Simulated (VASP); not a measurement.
Band structure of Au (fcc). Level of theory: vdW-DF2, VASP's PBE PAW potentials (set 64) (plane waves; VASP 6.6.1).

Unless said otherwise, spin-orbit coupling is left out, though it shifts the bands of the heavy elements here.

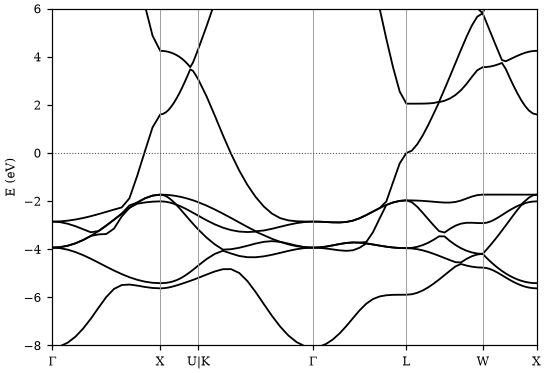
Bands along high-symmetry lines, zero at the valence-band maximum or, without a gap, the Fermi level

Task: Read the plot: is there a gap, and where are the band edges?

Result: It has no gap at this level: it comes out as a metal or semimetal. (Edges off the drawn lines would not show.)

The compound is Au in the fcc structure. It was relaxed first, which changed the volume by +20 %.
